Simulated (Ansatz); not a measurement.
The starting structures come from a database of crystals and need not be the phases stable at ambient conditions.

 Where the default PAW files enter, the runs use the earlier of Ansatz's two default sets.

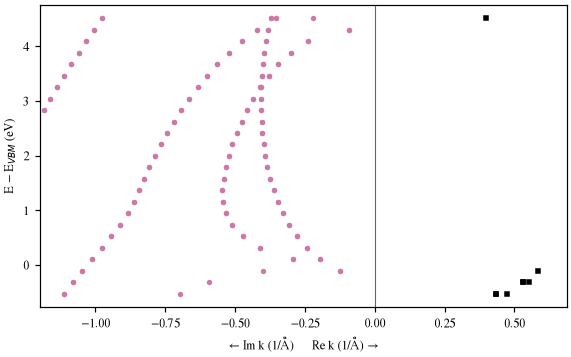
Figure: Complex bands at the centre of the two-dimensional zone; Ansatz (a first-principles code) with r2SCAN

The gap is the functional's own, uncorrected, and κ follows it; spin-orbit coupling is left out. Mid-gap values are interpolated between the computed energies.

This is LiAlH4 (I4_1/a, not sure to be the ambient phase, 12 atoms a cell, 8.2 Å³ an atom) along the normal of (010). Read off the slowest decay at the centre of the two-dimensional zone at 2.21 eV, the computed energy nearest the middle of the gap.

κ ≈ 0.40 1/Å, a decay length 1/(2κ) of the density of 1.3 Å.
